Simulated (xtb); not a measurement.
# C2H9BGeS: geometry relaxation (part 4 of 4)

Continued. System: C2H9BGeS, SMILES B[CH2][GeH2][S]C. Method: GFN1-xTB (xtb 6.7.1). 

Geometry of the input (Å):
```
B  -0.7532  -1.0566  2.3053
C  0.0520  -1.6440  1.0596
Ge 0.5636  -0.2134  -0.1464
S  -1.0762  0.7227  -1.0128
C  -0.1493  1.9407  -2.2284
H  -0.1685  -0.7349  3.2410
H  -1.8587  -0.9774  2.1075
H  -0.5176  -2.4789  0.5379
H  0.9587  -2.2043  1.3733
H  1.4384  0.8811  0.6919
H  1.4993  -0.7704  -1.1845
H  0.3278  2.6656  -1.5800
H  0.4665  1.4702  -2.7827
H  -0.9786  2.5650  -2.6562
```

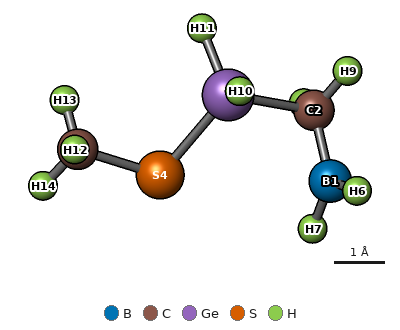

Fig. 1: The geometry at step 16 of the log (ball-and-stick view, seen on its broad side; atoms are numbered from 1 in the order of the input).

## Trajectory as extended XYZ, continued
```
14
Properties=species:S:1:pos:R:3 step=13 energy=-431.13116
B    -0.7762   -0.9985    2.0927
C     0.0742   -1.7573    1.0814
Ge    0.7742   -0.2357   -0.0076
S    -0.9559    0.8146   -0.8162
C    -0.3074    1.9428   -2.0934
H    -0.2815   -0.5242    3.0735
H    -1.9276   -0.7631    1.8893
H    -0.4501   -2.4166    0.3865
H     0.9562   -2.2685    1.4734
H     1.6632    0.6401    0.8029
H     1.6324   -0.7954   -1.0883
H     0.2789    2.7464   -1.6553
H     0.3003    1.4166   -2.8250
H    -1.1767    2.3641   -2.5885
14
Properties=species:S:1:pos:R:3 step=14 energy=-431.13153
B    -0.7815   -0.9984    2.0874
C     0.0768   -1.7565    1.0830
Ge    0.7766   -0.2363   -0.0084
S    -0.9524    0.8220   -0.8084
C    -0.3065    1.9439   -2.0918
H    -0.2923   -0.5118    3.0646
H    -1.9355   -0.7765    1.8827
H    -0.4396   -2.4236    0.3912
H     0.9604   -2.2595    1.4817
H     1.6702    0.6359    0.8013
H     1.6265   -0.7994   -1.0939
H     0.2845    2.7459   -1.6575
H     0.2950    1.4128   -2.8245
H    -1.1782    2.3666   -2.5819
14
Properties=species:S:1:pos:R:3 step=16 energy=-431.13206
B    -0.7957   -0.9986    2.0762
C     0.0864   -1.7531    1.0899
Ge    0.7791   -0.2395   -0.0120
S    -0.9490    0.8341   -0.7931
C    -0.3052    1.9472   -2.0853
H    -0.3237   -0.4802    3.0457
H    -1.9567   -0.8151    1.8633
H    -0.4130   -2.4409    0.4054
H     0.9739   -2.2355    1.5052
H     1.6894    0.6226    0.7892
H     1.6139   -0.8052   -1.1077
H     0.3036    2.7405   -1.6610
H     0.2774    1.4059   -2.8266
H    -1.1764    2.3830   -2.5636
14
Properties=species:S:1:pos:R:3 step=17 energy=-431.13215
B    -0.8000   -0.9982    2.0730
C     0.0907   -1.7525    1.0928
Ge    0.7796   -0.2411   -0.0135
S    -0.9486    0.8355   -0.7905
C    -0.3046    1.9483   -2.0829
H    -0.3353   -0.4737    3.0424
H    -1.9608   -0.8215    1.8536
H    -0.4036   -2.4460    0.4091
H     0.9789   -2.2294    1.5136
H     1.6931    0.6203    0.7848
H     1.6094   -0.8082   -1.1125
H     0.3103    2.7370   -1.6596
H     0.2720    1.4060   -2.8281
H    -1.1769    2.3886   -2.5566
```

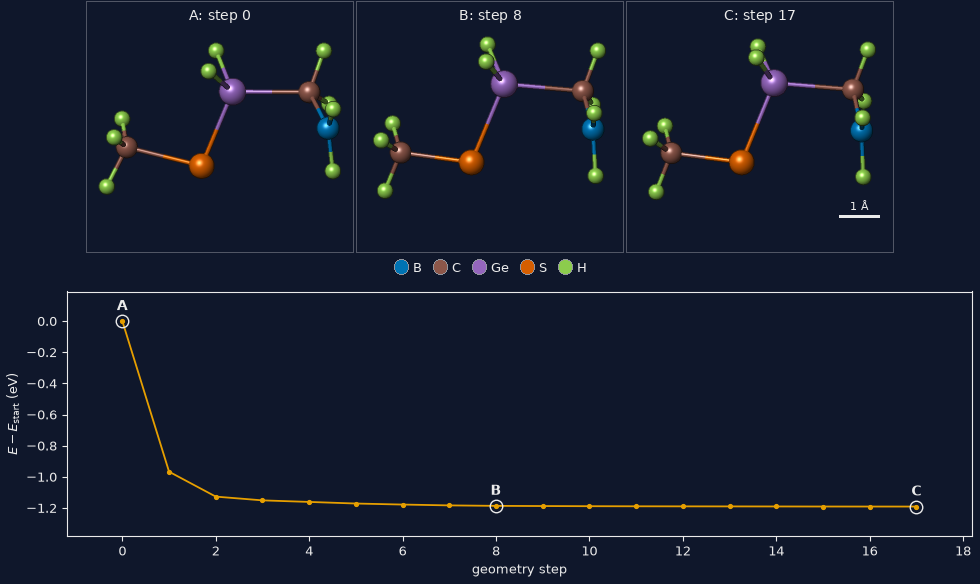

Fig. 2: Frames of the relaxation (ball-and-stick view, seen at a tilt) above the curves, on which the letters mark them (steps are counted from 0).

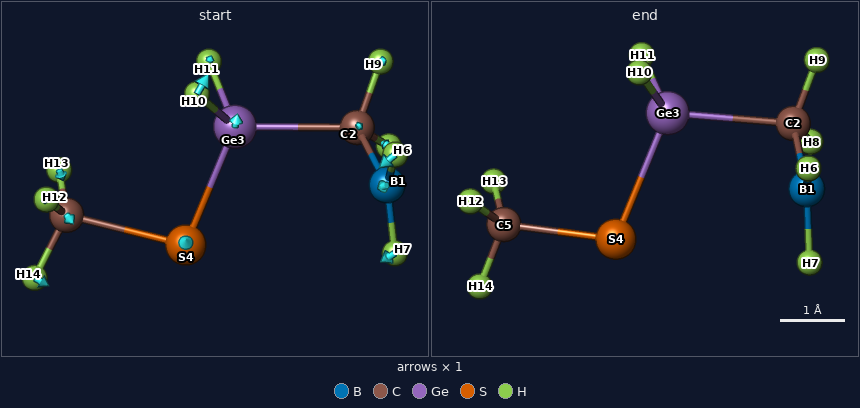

Fig. 3: Before (left) and after (right) the relaxation, at one scale (ball-and-stick view, seen at a tilt). The teal arrows give the displacements, at true length. After 17 geometry steps the energy has fallen by 1.190 eV. The largest move after the best rigid fit is that of H10, 0.40 Å. By element the largest moves are H 0.40 Å, S 0.30 Å, Ge 0.25 Å, B 0.24 Å, C 0.22 Å. Among the contacts that change: Ge3–H10 1.633 → 1.488 Å, C5–H13 0.953 → 1.087 Å, S4–C5 1.955 → 1.823 Å, Ge3–S4 2.077 → 2.179 Å. Among the angles that change: H13–C5–H14 122.0° → 109.2°, H6–B1–H7 128.5° → 117.5°, B1–C2–Ge3 110.3° → 100.6°. (Atoms are counted from 1 in the order of the input.)

## Summary

- outcome: converged
- electrons treated: 30
- total energy: −15.843814 hartree
- dispersion energy: −0.005347 hartree
- basis functions: 50
- HOMO: −11.49 eV
- LUMO: −7.10 eV
- dipole moment: 2.33 D
- peak memory: 0.071 GiB

## Notes

Settings chosen away from the usual ones: method = gfn1-xtb; task = optimise; x = {"opt_engine": "rf"}; opt_level = normal; partner = base.
